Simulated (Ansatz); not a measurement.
BH₄F: several calculations on one system

## 1. Relaxation

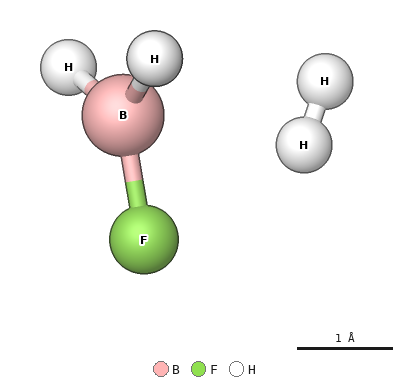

Starting structure of BH4F. The picture is a ball-and-stick view, seen at a tilt.

The run prepares an end point of a later path (reaction) calculation, from a guessed geometry.

Level of theory: RKS PBE0-D4/def2-SVPD in Ansatz.

Input
```yaml
crystal:
  periodic: [false, false, false]
  atoms:
    - { symbol: B, position_ang: [-0.002901, 0.250429, 0.066085] }
    - { symbol: F, position_ang: [-0.007998, 0.557778, 1.355654] }
    - { symbol: H, position_ang: [1.060405, 0.184906, -0.493339] }
    - { symbol: H, position_ang: [-1.06323, 0.113809, -0.485891] }
    - { symbol: H, position_ang: [0.068205, -2.06619, 0.652718] }
    - { symbol: H, position_ang: [0.056918, -1.566632, 1.168974] }
basis:
  gaussian: { orbitals: def2-SVPD }
hamiltonian:
  xc: pbe0
  dispersion: d4
relax:
  f_tol: 0.03
  max_steps: 50
```

Command:
```bash
ansatz run input.yaml --threads 1 --pin off --max-ram 2048MiB --backend cpu --events-out ev --progress --plain --runs-dir out
```

### Predict the outcome.

After 8 accepted moves (9 points after the start) the energy has fallen by 0.128 eV. Largest force component: 1.2 eV/Å at the start, 0.0087 eV/Å at the end. The line search rejected the trial step at point 8 of the run. H6 moves most after the best rigid fit: 0.48 Å. Largest moves by element: H 0.48 Å, F 0.39 Å, B 0.17 Å. Among the contacts that change: H5–H6 0.718 → 0.760 Å.

Step by step:

```
step  E − E(0), eV  largest force component, eV/Å      note
   0        0.0000                         1.2482          
   1       -0.0722                         0.9212          
   2       -0.1197                         0.0797          
   3       -0.1229                         0.0412          
   4       -0.1252                         0.0326          
   5       -0.1272                         0.0636          
   6       -0.1275                         0.0425          
   7       -0.1275                         0.0576          
   8       -0.1274                         0.0740  rejected
   9       -0.1276                         0.0087
```

The structure at the end:

```xyz
6

B    -0.0087    0.4216    0.0361
F    -0.0210    0.9312    1.2589
H     1.0632    0.2503   -0.4882
H    -1.0708    0.1836   -0.4818
H     0.0753   -2.2943    0.6153
H     0.0735   -2.0182    1.3239
```

After the run, drawn alike:

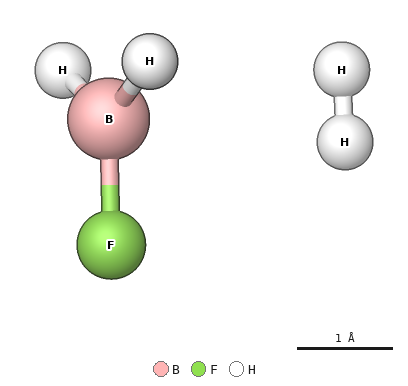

## 2. Relaxation

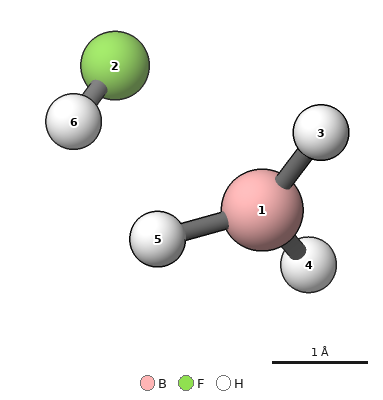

Starting structure of BH$_{4}$F. A ball-and-stick model, seen from a free direction.

The run prepares an end point of a later path (reaction) calculation, from a guessed geometry.

Computed with Ansatz, RKS PBE0-D4/def2-SVPD.

Input file:
```yaml
crystal:
  periodic: [false, false, false]
  atoms:
    - { symbol: B, position_ang: [0.019532, -0.37875, -0.400493] }
    - { symbol: F, position_ang: [0.010106, -0.031069, 2.091573] }
    - { symbol: H, position_ang: [1.055717, 0.160939, -0.678996] }
    - { symbol: H, position_ang: [-1.03982, 0.127722, -0.65278] }
    - { symbol: H, position_ang: [0.043177, -1.484445, 0.065121] }
    - { symbol: H, position_ang: [0.022688, -0.920295, 1.839776] }
basis:
  gaussian: { orbitals: def2-SVPD }
hamiltonian:
  xc: pbe0
  dispersion: d4
relax:
  f_tol: 0.03
  max_steps: 50
output:
  orbitals: {}
```

Launched with:
```bash
ansatz run input.yaml --threads 1 --pin off --max-ram 2048MiB --backend cpu --events-out ev --progress --plain --runs-dir out
```

### Predict the outcome.

The largest move after the best rigid fit is that of F2, 0.39 Å. Largest moves by element: F 0.39 Å, H 0.23 Å, B 0.10 Å. Some distances before and after: B1–F2 2.516 → 2.030 Å, B1–H5 1.200 → 1.211 Å. After 6 geometry steps the energy has fallen by 0.086 eV. Largest force component: 0.3 eV/Å at the start, 0.0053 eV/Å at the end.

The structure at the end:

```xyz
6

B     0.0173   -0.3887   -0.2976
F     0.0144   -0.0155    1.6974
H     1.0491    0.1846   -0.5344
H    -1.0357    0.1468   -0.5298
H     0.0394   -1.5888   -0.1366
H     0.0269   -0.8644    2.0652
```

After the run, drawn alike:

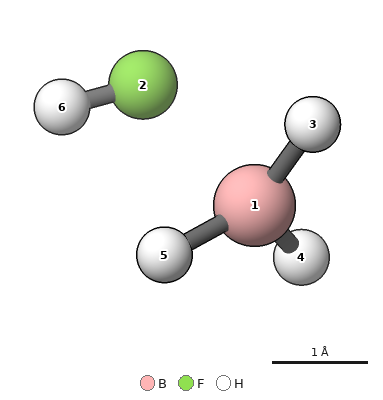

## 3. Path

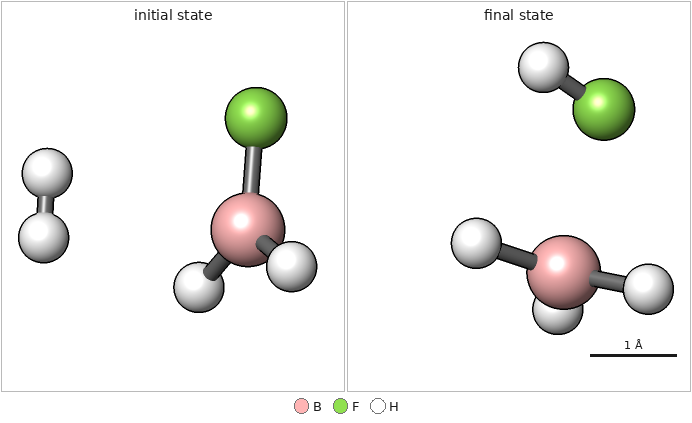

The two relaxed end points of a path for BH4F, made up at the start of BH$_{2}$F and H2. Style: ball-and-stick. Shown at a tilt.

Level of theory: RKS PBE0-D4/def2-SVPD in Ansatz 0.2.0.

Settings: 7 movable images; climbing image; force threshold 0.03 eV/Å; iteration limit 60.

Start:
```xyz
6

B    -0.0087    0.4226    0.0384
F    -0.0209    0.9288    1.2625
H     1.0631    0.2526   -0.4865
H    -1.0709    0.1859   -0.4801
H     0.0753   -2.2950    0.6103
H     0.0736   -2.0208    1.3195
```

End:
```xyz
6

B     0.0146   -0.3625   -0.2958
F     0.0135   -0.0673    1.7122
H     1.0379    0.2335   -0.5130
H    -1.0462    0.1676   -0.5040
H     0.0532   -1.5675   -0.1819
H     0.0384   -0.9297    2.0466
```

Q: What barrier does the band find between them, and by what path?

A: The energy climbs by 139.5 kJ/mol to image 5 and then falls by 39.8 kJ/mol, so the end point sits at +99.7 kJ/mol. Breaking: B1–F2 (1.32 → 1.65 at the top → 2.03 Å), H5–H6 (0.76 → 1.08 at the top → 2.32 Å). Forming: B1–H5 (2.78 → 1.31 at the top → 1.21 Å), F2–H6 (2.95 → 1.14 at the top → 0.93 Å). The band is converged. At the top, the vibrational analysis gives one imaginary mode (1112i cm⁻¹), as a transition state must have.

Energies of the converged images:

```tsv
image	path (Å)	E (kJ/mol)
0	0.00	0.0
1	0.39	0.9
2	0.77	5.8
3	1.16	22.7
4	1.55	77.7
5	1.94	139.5
6	2.29	115.7
7	2.64	102.9
8	2.99	99.7
```

The geometry at the top of the path:

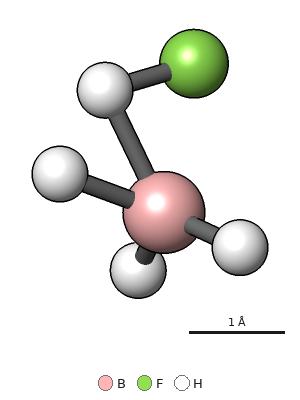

Limits of the set-up: the start holds two separate molecules, 2.8 Å apart at their closest, whose relative position is a soft coordinate.

The run took 110 s on 1 thread of Arm Neoverse V1 (shared host), peak memory 0.11 GiB.
